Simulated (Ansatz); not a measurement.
# B5Ru: from a guess to a relaxed structure, part 2 of 2

The task: take a trial cell of B5Ru to zero force and stress.

Ansatz 0.2.0; DFT PBE, scalar-relativistic, plane waves, PAW. The steps go on from the part before.

**4. Final relaxation**

The end of the coarse run is made exact in the group found at a tolerance of 0.06 Å and reduced to its primitive cell.

input.yaml

```yaml
crystal:
  lattice:
    - [4.0998093881, 0.0, 0.0]
    - [-2.0499046941, 3.5505390808, 0.0]
    - [0.0, 0.0, 3.0082658341]
  atoms:
    - { symbol: B, position: [0.3333333333, 0.6666666667, 0.0] }
    - { symbol: B, position: [0.6666666667, 0.3333333333, 0.0] }
    - { symbol: B, position: [0.5, 0.0, 0.5] }
    - { symbol: B, position: [0.5, 0.5, 0.5] }
    - { symbol: B, position: [0.0, 0.5, 0.5] }
    - { symbol: Ru, position: [0.0, 0.0, 0.0] }
basis:
  ecutwfc: 420
kpoints:
  mp_grid: { grid: [12, 12, 12] }
hamiltonian:
  xc: pbe
scf:
  occupations: { method: gaussian, width: 0.1 }
output:
  forces: true
  stress: true
  eigenvalues: true
  write_density: true
  write_potential: true
  elf: true
  volumetric_format: npy
relax:
  adjacent_minimum: "off"
  f_tol: 0.01
  max_steps: 80
  cell: { stress_tol: 0.05 }
```

Run with:

```
$ ansatz run input.yaml --threads 1 --pin off --max-ram 2048MiB --backend cpu --events-out ev --progress --plain --runs-dir out
```

What it wrote:

```text
Warning: RAYON_NUM_THREADS=1 ignored (pool sized by the plan → 1); use --threads N
Engine: ansatz 0.2.0, x86_64-unknown-linux-gnu
Pseudopotentials: kind: paw
Pseudopotential: B, paw, valence charge 3, recommended cutoff 420 eV (normal), B.paw.azcp
Pseudopotential: Ru, paw, valence charge 16, recommended cutoff 420 eV (normal), Ru.paw.azcp
Functional definition: PBE
  parameter kappa = 0.804
  parameter beta = 0.06672455060314922
  exchange = pbe_x(kappa = kappa, mu = beta*pi^2/3)
  correlation = pbe_c(beta = beta)
Crystal: 6 atoms, lattice volume = 43.790 Å³
Basis set: ecut = 420 eV, 839 PW (Γ), exchange–correlation on 60×60×48 points (8 copies of the dense FFT grid, shifted against one another)
Bands: 22, of which v1, the nominal top of the filled ones, is band 16 counted from 1 (15 counted from 0)
Symmetry: 24 space group operations
Space group: P6/mmm (ITA 191), of the structure as read, at distance tolerance 3.5e-5 Å
k-points: 133 of 1728
Non-local potential: B, projectors of the file, l = 0: 2, l = 1: 2, l = 2: 1
Non-local potential: Ru, projectors of the file, l = 0: 3, l = 1: 2, l = 2: 2, l = 3: 1
PAW form: soft (Blöchl's): semilocal exchange-correlation on the pseudo side does not see the compensation charge
PAW one-centre angular grid: B, 110 points (default); XC on 64 Gauss nodes
PAW one-centre angular grid: Ru, 590 points (default); XC on 64 Gauss nodes
Initial density: superposition of atomic densities (neutral atoms: chi_scale 0, normalization atom), corrected by the library's trained network
Initial wavefunctions: pseudopotential atomic-orbital guess
Functional: x = pbe(κ = 0.804, μ = 0.2195149727645171), c = pbe(β = 0.06672455060314922)
SCF iter   1: F=—  HF=-6652.499102 eV  |F-HF|=—  |Δ(HF+E_count)|=         —  Δρ=2.26e-2  dr2=3.41e-1  ethr=1.77e-3  ⟨swp⟩=5.5  Hψ=13248  notcnv=0
preconditioner: auto → none  [metal: Δε(μ)=0.006 eV  Ē_g=9.747 eV  σ=0.100 eV  W_gap=0.03  n_scr=8 (ndim 8)  ℏωp=26.9 eV  f_vac=0.000  D(μ)=2.55/eV (n_scr^D=26)  sad-step TF]
SCF iter   2: F=—  HF=-6652.474000 eV  |F-HF|=—  |Δ(HF+E_count)|=   2.51e-2  Δρ=1.42e-2  dr2=1.65e-1  ethr=1.10e-3  ⟨swp⟩=1.0  Hψ=3990  notcnv=0
SCF iter   3: F=—  HF=-6652.453107 eV  |F-HF|=—  |Δ(HF+E_count)|=   2.09e-2  Δρ=1.81e-3  dr2=1.08e-3  ethr=5.33e-4  ⟨swp⟩=1.9  Hψ=2942  notcnv=0
SCF iter   4: F=—  HF=-6652.452877 eV  |F-HF|=—  |Δ(HF+E_count)|=   2.30e-4  Δρ=4.66e-4  dr2=3.96e-5  ethr=3.48e-6  ⟨swp⟩=2.2  Hψ=4306  notcnv=0  defer=2
SCF iter   5: F=—  HF=-6652.452885 eV  |F-HF|=—  |Δ(HF+E_count)|=   8.24e-6  Δρ=1.08e-4  dr2=5.30e-6  ethr=1.28e-7  ⟨swp⟩=2.0  Hψ=4540  notcnv=0  defer=7
SCF iter   6: F=—  HF=-6652.452884 eV  |F-HF|=—  |Δ(HF+E_count)|=   1.50e-6  Δρ=1.77e-5  dr2=1.40e-7  ethr=1.71e-8  ⟨swp⟩=2.9  Hψ=4847  notcnv=0  defer=9
SCF iter   7: F=-6652.452884 eV  HF=-6652.452884 eV  |F-HF|=2.71e-10  |Δ(HF+E_count)|=   6.51e-9  Δρ=2.47e-6  dr2=1.34e-9  ethr=3.23e-10  ⟨swp⟩=11.5  Hψ=17181  notcnv=0
SCF 1 converged in 7 iterations: F = -6652.452884 eV  dr2 = 1.34e-9
relax step   1: F+E_penalty+E_count = -6652.45288382 eV  Δ(F+E_penalty+E_count) = +0.000e0 eV  max|allowed force component| = 8.943e-17 eV/Å  Δτ_max = 0.0000 Å  P = -0.469 GPa  Ω = 43.790 Å³  (7 SCF iters, dr2 threshold 1.00e-7 eV, accepted)
Crystal: 6 atoms, lattice volume = 43.747 Å³
Initial density: handed on by an earlier stage of this run
Initial wavefunctions: those handed on with the density
iter 1 solved again at ethr=1.40e-6 eV; its pass at ethr=3.10e-3 eV (dr2=4.35e-4 eV) is discarded
SCF iter   1: F=—  HF=-6652.453290 eV  |F-HF|=—  |Δ(HF+E_count)|=         —  Δρ=7.46e-4  dr2=4.18e-4  ethr=1.40e-6  ⟨swp⟩=2.4  Hψ=14627  notcnv=0
preconditioner: auto → none  [metal: Δε(μ)=0.014 eV  Ē_g=9.741 eV  σ=0.100 eV  W_gap=0.08  n_scr=8 (ndim 8)  ℏωp=26.9 eV  f_vac=0.000  D(μ)=2.74/eV (n_scr^D=26)]
SCF iter   2: F=—  HF=-6652.453257 eV  |F-HF|=—  |Δ(HF+E_count)|=   3.30e-5  Δρ=2.32e-4  dr2=4.51e-5  ethr=1.35e-6  ⟨swp⟩=1.0  Hψ=2926  notcnv=0
SCF iter   3: F=—  HF=-6652.453250 eV  |F-HF|=—  |Δ(HF+E_count)|=   7.55e-6  Δρ=5.76e-5  dr2=2.46e-6  ethr=1.45e-7  ⟨swp⟩=1.1  Hψ=2938  notcnv=0
iter 4 did not close the SCF: its close was put off for the readings that it lacked (scf_convergence_deferred on its scf_iter line)
SCF iter   4: F=-6652.453249 eV  HF=-6652.453249 eV  |F-HF|=9.11e-9  |Δ(HF+E_count)|=   4.08e-7  Δρ=1.29e-5  dr2=2.57e-8  ethr=7.95e-9  ⟨swp⟩=1.8  Hψ=3829  notcnv=0
iter 5 did not close the SCF: its close was put off for the readings that it lacked (scf_convergence_deferred on its scf_iter line)
SCF iter   5: F=-6652.453249 eV  HF=-6652.453249 eV  |F-HF|=1.93e-9  |Δ(HF+E_count)|=   4.77e-9  Δρ=2.21e-6  dr2=2.48e-9  ethr=8.29e-11  ⟨swp⟩=2.3  Hψ=4620  notcnv=0
SCF iter   6: F=-6652.453249 eV  HF=-6652.453249 eV  |F-HF|=4.64e-11  |Δ(HF+E_count)|=  4.37e-10  Δρ=4.07e-7  dr2=7.36e-11  ethr=7.98e-12  ⟨swp⟩=4.5  Hψ=14768  notcnv=0
SCF 2 converged in 6 iterations: F = -6652.453249 eV  dr2 = 7.36e-11
relax step   2: F+E_penalty+E_count = -6652.45324921 eV  Δ(F+E_penalty+E_count) = -3.654e-4 eV  max|allowed force component| = 9.869e-17 eV/Å  Δτ_max = 0.0000 Å  P = -0.144 GPa  Ω = 43.747 Å³  energy of the carried Pulay correction = +6.699e-5 eV  (6 SCF iters, dr2 threshold 6.00e-7 eV, accepted)
Crystal: 6 atoms, lattice volume = 43.728 Å³
iter 1 solved again at ethr=1.23e-6 eV; its pass at ethr=3.10e-3 eV (dr2=3.83e-4 eV) is discarded
SCF iter   1: F=—  HF=-6652.453455 eV  |F-HF|=—  |Δ(HF+E_count)|=         —  Δρ=7.73e-4  dr2=3.58e-4  ethr=1.23e-6  ⟨swp⟩=3.0  Hψ=15233  notcnv=0
preconditioner: auto → none  [metal: Δε(μ)=0.017 eV  Ē_g=9.743 eV  σ=0.100 eV  W_gap=0.10  n_scr=8 (ndim 8)  ℏωp=26.9 eV  f_vac=0.000  D(μ)=2.75/eV (n_scr^D=26)]
SCF iter   2: F=—  HF=-6652.453428 eV  |F-HF|=—  |Δ(HF+E_count)|=   2.72e-5  Δρ=2.45e-4  dr2=3.79e-5  ethr=1.16e-6  ⟨swp⟩=1.0  Hψ=2926  notcnv=0
SCF iter   3: F=—  HF=-6652.453421 eV  |F-HF|=—  |Δ(HF+E_count)|=   6.33e-6  Δρ=5.93e-5  dr2=2.32e-6  ethr=1.22e-7  ⟨swp⟩=1.0  Hψ=2927  notcnv=0
iter 4 did not close the SCF: its close was put off for the readings that it lacked (scf_convergence_deferred on its scf_iter line)
SCF iter   4: F=-6652.453421 eV  HF=-6652.453421 eV  |F-HF|=7.74e-9  |Δ(HF+E_count)|=   3.44e-7  Δρ=1.15e-5  dr2=2.27e-8  ethr=7.49e-9  ⟨swp⟩=2.2  Hψ=4360  notcnv=0
iter 5 did not close the SCF: its close was put off for the readings that it lacked (scf_convergence_deferred on its scf_iter line)
SCF iter   5: F=-6652.453421 eV  HF=-6652.453421 eV  |F-HF|=1.65e-9  |Δ(HF+E_count)|=   3.07e-9  Δρ=2.22e-6  dr2=2.14e-9  ethr=7.34e-11  ⟨swp⟩=2.2  Hψ=4568  notcnv=0
SCF iter   6: F=-6652.453421 eV  HF=-6652.453421 eV  |F-HF|=3.82e-11  |Δ(HF+E_count)|=  3.33e-10  Δρ=3.63e-7  dr2=5.76e-11  ethr=6.92e-12  ⟨swp⟩=5.4  Hψ=14455  notcnv=0
SCF 3 converged in 6 iterations: F = -6652.453421 eV  dr2 = 5.76e-11
relax step   3: F+E_penalty+E_count = -6652.45342094 eV  Δ(F+E_penalty+E_count) = -1.717e-4 eV  max|allowed force component| = 3.547e-17 eV/Å  Δτ_max = 0.0000 Å  P = +0.063 GPa  Ω = 43.728 Å³  energy of the carried Pulay correction = +9.743e-5 eV  (6 SCF iters, dr2 threshold 6.00e-7 eV, accepted)
Crystal: 6 atoms, lattice volume = 43.739 Å³
iter 1 solved again at ethr=1.27e-8 eV; its pass at ethr=3.10e-3 eV (dr2=3.95e-6 eV) is discarded
SCF iter   1: F=—  HF=-6652.453396 eV  |F-HF|=—  |Δ(HF+E_count)|=         —  Δρ=6.73e-5  dr2=3.92e-6  ethr=1.27e-8  ⟨swp⟩=2.1  Hψ=15229  notcnv=0
preconditioner: auto → none  [metal: Δε(μ)=0.020 eV  Ē_g=9.741 eV  σ=0.100 eV  W_gap=0.11  n_scr=8 (ndim 8)  ℏωp=26.9 eV  f_vac=0.000  D(μ)=2.75/eV (n_scr^D=26)]
SCF iter   2: F=—  HF=-6652.453407 eV  |F-HF|=—  |Δ(HF+E_count)|=   1.03e-5  Δρ=2.92e-5  dr2=4.86e-7  ethr=1.26e-8  ⟨swp⟩=1.0  Hψ=2926  notcnv=0
SCF iter   3: F=—  HF=-6652.453407 eV  |F-HF|=—  |Δ(HF+E_count)|=   7.92e-8  Δρ=6.25e-6  dr2=2.16e-8  ethr=1.57e-9  ⟨swp⟩=1.0  Hψ=2926  notcnv=0
iter 4 did not close the SCF: its close was put off for the readings that it lacked (scf_convergence_deferred on its scf_iter line)
SCF iter   4: F=-6652.453407 eV  HF=-6652.453407 eV  |F-HF|=5.09e-11  |Δ(HF+E_count)|=   3.52e-9  Δρ=1.23e-6  dr2=1.90e-10  ethr=6.97e-11  ⟨swp⟩=1.9  Hψ=3362  notcnv=0
iter 5 did not close the SCF: its close was put off for the readings that it lacked (scf_convergence_deferred on its scf_iter line)
SCF iter   5: F=-6652.453407 eV  HF=-6652.453407 eV  |F-HF|=8.19e-12  |Δ(HF+E_count)|=  7.19e-11  Δρ=2.04e-7  dr2=1.40e-11  ethr=1.00e-12  ⟨swp⟩=2.0  Hψ=4793  notcnv=0
SCF iter   6: F=-6652.453407 eV  HF=-6652.453407 eV  |F-HF|=0.00e0  |Δ(HF+E_count)|=  9.09e-13  Δρ=4.81e-8  dr2=6.39e-13  ethr=1.00e-12  ⟨swp⟩=4.0  Hψ=12076  notcnv=0
SCF 4 converged in 6 iterations: F = -6652.453407 eV  dr2 = 6.39e-13
relax step   4: F+E_penalty+E_count = -6652.45340658 eV  Δ(F+E_penalty+E_count) = +1.435e-5 eV  max|allowed force component| = 9.252e-17 eV/Å  Δτ_max = 0.0000 Å  P = +0.000 GPa  Ω = 43.739 Å³  energy of the carried Pulay correction = +8.014e-5 eV  (6 SCF iters, accepted)
Initial wavefunctions: pseudopotential atomic-orbital guess (no wavefunctions were taken with the density)
iter 1 solved again at ethr=6.36e-8 eV; its pass at ethr=3.10e-3 eV (dr2=1.97e-5 eV) is discarded
SCF iter   1: F=—  HF=-6652.453306 eV  |F-HF|=—  |Δ(HF+E_count)|=         —  Δρ=1.11e-5  dr2=5.71e-9  ethr=6.36e-8  ⟨swp⟩=3.0  Hψ=21104  notcnv=0
SCF iter   2: F=—  HF=-6652.453315 eV  |F-HF|=—  |Δ(HF+E_count)|=   9.88e-6  Δρ=5.52e-6  dr2=1.37e-9  ethr=1.84e-11  ⟨swp⟩=2.5  Hψ=5004  notcnv=0
iter 3 did not close the SCF: its close was put off for the readings that it lacked (scf_convergence_deferred on its scf_iter line)
SCF iter   3: F=-6652.453315 eV  HF=-6652.453315 eV  |F-HF|=8.19e-12  |Δ(HF+E_count)|=   5.54e-9  Δρ=3.60e-7  dr2=2.76e-11  ethr=4.43e-12  ⟨swp⟩=2.1  Hψ=4163  notcnv=0
iter 4 did not close the SCF: its close was put off for the readings that it lacked (scf_convergence_deferred on its scf_iter line)
SCF iter   4: F=-6652.453315 eV  HF=-6652.453315 eV  |F-HF|=0.00e0  |Δ(HF+E_count)|=  7.28e-12  Δρ=5.01e-8  dr2=5.36e-13  ethr=1.00e-12  ⟨swp⟩=1.0  Hψ=2931  notcnv=0
iter 5 did not close the SCF: its close was put off for the readings that it lacked (scf_convergence_deferred on its scf_iter line)
SCF iter   5: F=-6652.453315 eV  HF=-6652.453315 eV  |F-HF|=0.00e0  |Δ(HF+E_count)|=    0.00e0  Δρ=1.31e-8  dr2=6.47e-14  ethr=1.00e-12  ⟨swp⟩=1.0  Hψ=2926  notcnv=0
iter 6 did not close the SCF: its close was put off for the readings that it lacked (scf_convergence_deferred on its scf_iter line)
SCF iter   6: F=-6652.453315 eV  HF=-6652.453315 eV  |F-HF|=0.00e0  |Δ(HF+E_count)|=  1.82e-12  Δρ=2.62e-9  dr2=1.27e-15  ethr=1.00e-12  ⟨swp⟩=1.0  Hψ=2926  notcnv=0
SCF iter   7: F=-6652.453315 eV  HF=-6652.453315 eV  |F-HF|=0.00e0  |Δ(HF+E_count)|=  1.82e-12  Δρ=9.32e-10  dr2=1.65e-16  ethr=1.00e-12  ⟨swp⟩=2.5  Hψ=8839  notcnv=0
SCF 5 converged in 7 iterations: F = -6652.453315 eV  dr2 = 1.65e-16
relax step   5: F+E_penalty+E_count = -6652.45331541 eV  Δ(F+E_penalty+E_count) = +9.117e-5 eV  max|allowed force component| = 1.573e-16 eV/Å  Δτ_max = 0.0000 Å  P = -0.002 GPa  Ω = 43.739 Å³  stress off target by 8.75e-3 GPa  SCF on the basis re-selected at this cell (its energy is not comparable with the rows above)  (7 SCF iters)
basis re-selected at this cell: Δ(F+E_penalty+E_count) = +9.117e-5 eV, ΔP = -0.002 GPa vs the last step (what re-selecting the basis moved, of the pressure what is left beyond the Pulay correction that the steps carried, after the strain that the cell walked since its last selection, with what the two solves' SCF thresholds leave and, on support functions, any second-order correction that the steps lacked; it is no measure of the basis error at this ecutwfc). This SCF's stress stands 8.75e-3 GPa from its target on what of the cell is left free (relax.cell.stress_tol is 5.00e-2 GPa) and its largest allowed force component is 1.57e-16 eV/Å (relax.f_tol is 1.00e-2 eV/Å): within both
SCF converged after 7 iterations
Free energy (F): -6652.453315 eV
Harris-Foulkes:  -6652.453315 eV  (|F-HF|=0.00e0)
Internal energy: -6652.439576 eV  (E = F + TS)
E sigma→0 (E₀):  -6652.446445 eV
Entropy (-TS):   -0.013740 eV (-2.290 meV/atom)
Fermi energy:    17.424615 eV
--- Per-component energies (eV) ---
  E_band       = -24.057197
  E_kinetic    = 760.144763
  E_local      = -1779.096243  (includes V_loc(G=0)·N_el)
  E_nonlocal   = 402.832033
  E_hartree    = 630.002797
  E_xc         = -352.506084
  E_vxc        = -431.974470  (∫ρ·V_xc dr)
  E_paw        = -3854.201098  (= ΣΔE_a)
  E_vpaw       = -235.968689  (= ΣTr[D̂ρ^β])
  E_aug_tail   = -0.000185  (compensation charges beyond the density's cutoff)
  E_ewald      = -2459.615559
  E_smearing   = -0.013740  (= −TS)
  E_closure    = -0.000000  (closes the sum)
  Σ components = -6652.453315   (vs F -6652.453315, Δ=0.00e0)
--- Forces (eV/Å), atoms counted from 1 ---
  atom   1  B      0.00000000     0.00000000     0.00000000
  atom   2  B     -0.00000000    -0.00000000     0.00000000
  atom   3  B     -0.00000000    -0.00000000     0.00000000
  atom   4  B      0.00000000    -0.00000000     0.00000000
  atom   5  B     -0.00000000    -0.00000000     0.00000000
  atom   6  Ru     0.00000000     0.00000000     0.00000000
  max |Σ_I F_I| component: 5.55e-17 eV/Å
--- Stress (GPa, compression-positive) ---
        0.002110      -0.000000       0.000000
       -0.000000       0.002110       0.000000
        0.000000       0.000000      -0.008754
  P = ⅓ Tr σ = -0.0015 GPa (-0.015 kbar)
--- Band table (eV; the first three rows and the last of 133) ---
  k-point 0: bands = ["-56.0570", "-26.2700", "-26.2700", "-25.7910", "0.0246", "6.6794", "7.9115", "7.9115", "10.5740", "11.3603", "11.3603", "11.9396", "15.2799", "15.2799", "18.0324", "18.0324", "18.6161", "19.1926", "19.6734", "19.6734", "22.3514", "23.1480"]
  k-point 1: bands = ["-56.0560", "-26.2685", "-26.2685", "-25.8043", "0.1185", "6.7283", "7.9704", "7.9704", "9.8015", "11.2910", "11.2910", "12.5229", "15.3771", "15.3771", "17.9276", "17.9276", "18.0855", "19.3179", "19.3179", "19.6925", "22.3679", "23.1091"]
  k-point 2: bands = ["-56.0534", "-26.2646", "-26.2646", "-25.8405", "0.3988", "6.8687", "8.1404", "8.1404", "8.4749", "11.1080", "11.1080", "13.4433", "15.6636", "15.6636", "16.9952", "17.4378", "17.4378", "18.7902", "18.7902", "20.8856", "22.5221", "22.8647"]
  k-point 132: bands = ["-56.0421", "-26.2571", "-26.2571", "-25.9854", "4.5581", "4.5581", "6.2246", "6.2246", "8.9239", "9.7636", "12.8122", "12.8122", "13.7828", "13.7828", "17.2111", "19.2126", "19.2126", "20.6584", "20.6644", "20.6644", "21.9650", "22.5835"]
--- Relaxed structure (4 steps of the walk, 4 accepted, 1 SCFs on fresh bases) ---
  F+E_penalty+E_count = -6652.45331541 eV   max|allowed force component| = 1.573e-16 eV/Å   (the final SCF, on the basis selected at the relaxed cell)
  cell:  # Å, volume = 43.7390 Å³
    - [4.103851994899251, 2.8895883985275442e-11, 0.0]
    - [-2.05192599747465, 3.5540400809397497, 0.0]
    - [0.0, 0.0, 2.9988533273114086]
  atoms:
    - { symbol: B, position: [0.3333333333333334, 0.666666666666667, 0.0] }
    - { symbol: B, position: [0.666666666666667, 0.3333333333333335, 0.0] }
    - { symbol: B, position: [0.5000000000000001, 8.077935669463161e-28, 0.5000000000000001] }
    - { symbol: B, position: [0.5000000000000001, 0.5000000000000001, 0.5000000000000001] }
    - { symbol: B, position: [0.0, 0.5000000000000001, 0.5000000000000001] }
    - { symbol: Ru, position: [-4.3841163862547235e-36, 5.014681065479501e-36, 0.0] }
```

Run time: 15 s. Hardware: 1 thread of AMD EPYC 9R45 (Zen 5), shared host; peak memory 0.45 GiB.

The steps of the relaxation:

| step | E - E(step 1) (eV/cell) | largest force component (eV/Å) | pressure (GPa) | volume (Å³) |
| --- | --- | --- | --- | --- |
| 1 | 0.0000 | 0.0000 | -0.47 | 43.79 |
| 2 | -0.0004 | 0.0000 | -0.14 | 43.75 |
| 3 | -0.0005 | 0.0000 | 0.06 | 43.73 |
| 4 | -0.0005 | 0.0000 | 0.00 | 43.74 |
| 5 | -0.0004 | 0.0000 | 0.00 | 43.74 |

Step 1 is the start. Step 5 repeats the geometry before it on a plane-wave basis chosen anew for that cell, so its energy need not be comparable with the rows above.

|  | before | after | change |
| --- | --- | --- | --- |
| a (Å) | 4.100 | 4.104 | +0.1 % |
| b (Å) | 4.100 | 4.104 | +0.1 % |
| c (Å) | 3.008 | 2.999 | -0.3 % |
| volume (Å³/atom) | 7.30 | 7.29 | -0.1 % |
| shortest distance (Å) | 1.914 | 1.911 | -0.2 % |
| space group (0.01 Å) | P6/mmm | P6/mmm | same |

Forces and stress were held to the start's 24 operations: a distortion of lower symmetry was not tested.

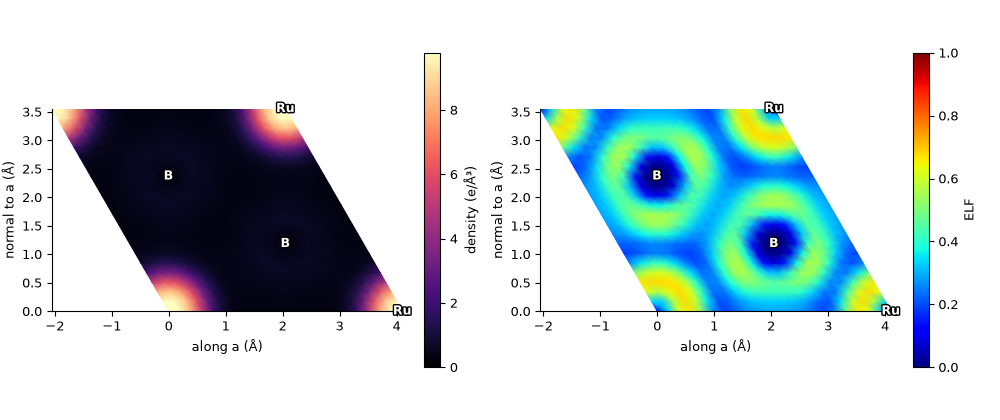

Density (left) and ELF (right) in a lattice plane of the grid's cell (edges 4.10 and 4.10 Å, at 0.000 of the third edge), which holds B and Ru. Only atoms in the plane are labelled. Both are smooth fields of the valence electrons: close to the nuclei they are not physical.

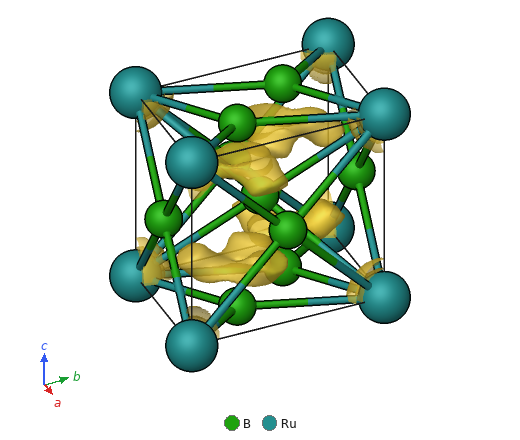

Surface of ELF = 0.66, drawn in one cell.

Maxima of ELF outside the ion cores: 0.72 on the B–B line, 0.9 Å from B.

**5. Results**

The summary covers parts 1 to 2. Changes of volume or cell count from the first structure of part 1.

| quantity | value |
| --- | --- |
| symmetry at the end (tolerance 0.05 Å) | space group P6/mmm (No. 191) |
| conventional cell | a = 4.104 Å, b = 4.104 Å, c = 2.999 Å, α = 90.00°, β = 90.00°, γ = 120.00° |
| volume | 7.29 Å³/atom |
| energy over the elements | +0.97 eV/atom |
| gap on the mesh | none (metal) |

The space group P6/mmm (No. 191) is kept, and the volume per atom shrinks by 12.2 % from the first guess. The formation energy is positive, so the separate elements lie lower. No finished test with a distortion of lower symmetry is shown, so the end may be a saddle point.
